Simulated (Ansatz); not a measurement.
Breaking a bond: Li₂, singlet.

Methods: RKS-PBE = Ansatz (an electronic-structure program) with restricted PBE/aug-cc-pVQZ; RKS-BLYP = restricted BLYP/aug-cc-pVQZ run with Ansatz; RKS-CAM-B3LYP = restricted CAM-B3LYP/aug-cc-pVQZ (Ansatz); RCCSD(T) = Ansatz with CCSD(T) on RHF/aug-cc-pVQZ, frozen core; UKS-CAM-B3LYP = Ansatz with unrestricted CAM-B3LYP/aug-cc-pVQZ; UKS-PBE = unrestricted PBE/aug-cc-pVQZ in Ansatz; UKS-BLYP = Ansatz with unrestricted BLYP/aug-cc-pVQZ; UCCSD(T) = Ansatz with CCSD(T) on UHF/aug-cc-pVQZ, frozen core; FCI = full CI/aug-cc-pVQZ, frozen core run with Ansatz.

Cost and accuracy over the 21 points of the scan, with FCI as yardstick. Costs are rough ratios of core time within Ansatz on shared cores, each with its mean field (Kohn-Sham runs search longer for lower solutions than correlated ones do); the miss is the largest error against full CI of the curve after the mean shift, in mEh.

### Question
Which of them comes closest to FCI within 2 times the cost of the cheapest?

### Answer
RKS-BLYP, 8.1 mEh off at most.

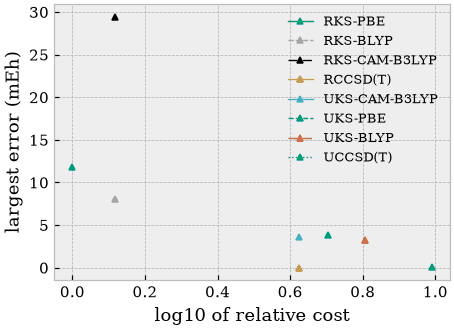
Miss against cost, one point a level.

| level | relative cost | largest error |
|---|---|---|
| RKS-PBE | 1 | 11.8 |
| RKS-BLYP | 1 | 8.1 |
| RKS-CAM-B3LYP | 1 | 29.5 |
| RCCSD(T) | 4 | 0.0 |
| UKS-CAM-B3LYP | 4 | 3.6 |
| UKS-PBE | 5 | 3.9 |
| UKS-BLYP | 6 | 3.3 |
| UCCSD(T) | 10 | 0.1 |

Costs within a factor of two of each other count as equal.

The restricted form behind RKS-PBE, RKS-BLYP, RKS-CAM-B3LYP keeps the bonding electrons paired and can't separate into open-shell fragments. With two correlated electrons CCSD is exact in the basis where it finds the lowest root (RCCSD(T), UCCSD(T)). The unrestricted determinant behind UKS-CAM-B3LYP is spin-contaminated at 3.73 to 8.22 Å (<S²> up to 1.0, against 0.00 for a pure singlet). The unrestricted determinant behind UKS-PBE is spin-contaminated at 3.47 to 8.22 Å (<S²> up to 1.0, against 0.00 for a pure singlet). The unrestricted determinant behind UKS-BLYP is spin-contaminated at 4.10 to 8.22 Å (<S²> up to 1.0, against 0.00 for a pure singlet). The unrestricted determinant behind UCCSD(T) is spin-contaminated at 2.07 to 8.22 Å (<S²> up to 1.0, against 0.00 for a pure singlet).
